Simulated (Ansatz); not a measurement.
**C₃H₆BBr: one species, many methods**

Aim: compute C₃H₆BBr with functionals from several rungs and with coupled cluster. The yardstick is the atomisation energy at the CCSD(T) limit.

The runs use Ansatz 0.2.0, Gaussian basis; functionals in def2-TZVPP, the program's frozen cores in correlated methods.

Plan: PBE-D4, r2SCAN-D4, PBE0-D4, B3LYP-D4, ωB97X-V, ωB97M-V, B2PLYP; CCSD(T)/def2-TZVPP; MP2/def2-QZVPP; extrapolation to the limit.

## (1) The geometry

An earlier PBE0-D4 in a triple-zeta def2 set relaxation fixed the geometry.

SMILES `CB/C=C/Br`, 11 atoms, charge 0, spin multiplicity 1.

Atoms are counted from 1 here; the program's logs count them from 0.

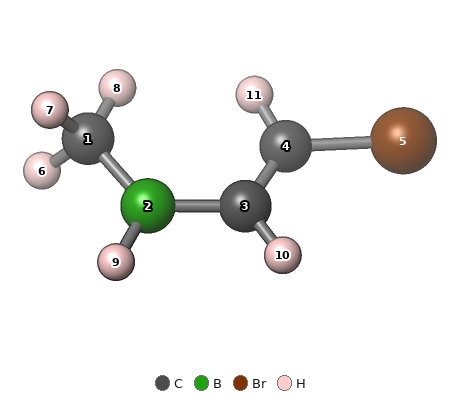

The geometry (carbon dark grey, boron green, bromine brown, hydrogen pink); atoms are numbered from 1 in the order of the file.

## (2) PBE-D4 (GGA)

in.yaml

```yaml
crystal:
  periodic: [false, false, false]
  atoms:
    - {symbol: C, position_ang: [-1.292937, -0.203508, 0.909925]}
    - {symbol: B, position_ang: [0.153117, 0.379562, 0.899633]}
    - {symbol: C, position_ang: [1.124495, 0.339764, -0.302463]}
    - {symbol: C, position_ang: [0.768272, -0.225793, -1.454278]}
    - {symbol: Br, position_ang: [1.868381, -0.327686, -2.970664]}
    - {symbol: H, position_ang: [-1.384468, -0.923802, 1.732119]}
    - {symbol: H, position_ang: [-1.998262, 0.596502, 1.167129]}
    - {symbol: H, position_ang: [-1.643784, -0.684350, -0.004767]}
    - {symbol: H, position_ang: [0.548128, 0.904523, 1.905518]}
    - {symbol: H, position_ang: [2.119048, 0.772264, -0.232560]}
    - {symbol: H, position_ang: [-0.196691, -0.684474, -1.629090]}
basis:
  gaussian: {orbitals: def2-TZVPP}
hamiltonian: {xc: pbe, dispersion: d4}
output: {forces: true, orbitals: {seedname: orbitals}}
```

Launch:

```bash
$ ansatz run in.yaml --threads 4 --pin off --events-out ev --progress --plain --max-ram 10444MiB
```

After this run come: r2SCAN-D4 (meta-GGA); PBE0-D4 (hybrid); B3LYP-D4 (hybrid); ωB97X-V (range-separated); ωB97M-V (range-separated); B2PLYP (double hybrid); CCSD(T) in def2-TZVPP; MP2 in def2-QZVPP.

Q: Predict the results of all the runs planned. Wanted: atomisation energy, CCSD(T)/CBS; farthest; mean size of error, hybrid; mean size of error, range-separated; gap, smallest and largest; T1 diagnostic; triples share of the correlation energy.

As calculated:

| quantity | value |
| --- | --- |
| atomisation energy, CCSD(T)/CBS | 4238.0 kJ/mol |
| functionals within 42.4 kJ/mol (1.0 %) | B3LYP-D4, ωB97X-V, ωB97M-V, B2PLYP |
| farthest | PBE-D4 (+121.9 kJ/mol) |
| mean size of error, hybrid | 39.2 kJ/mol |
| mean size of error, range-separated | 12.2 kJ/mol |
| gap, smallest and largest | 3.76 eV (PBE-D4), 10.07 eV (ωB97X-V) |
| T1 diagnostic | 0.0100 |
| triples share of the correlation energy | 4.0 % |

What this shows: PBE-D4 is off by +121.9 kJ/mol. Double hybrids carry the basis error of their MP2 part in triple zeta, and no dispersion term here, so their miss is partly the set-up's. The reference freezes the cores and leaves out relativity and excitations past (T), and its outer-core shells are covered unevenly, so misses under about 42.4 kJ/mol can't be ranked. All levels share the lack of spin-orbit coupling, which lowers the free heavy atoms and so the true binding. Hartree-Fock recovers 76 % of the binding; the rest is correlation. The gap grows from 3.8 to 10.1 eV across the functionals, mostly with the share of exact exchange. The restricted reference is unstable towards a spin-broken one. Correlated methods include outer-core shells of Br, which these sets cover unevenly.
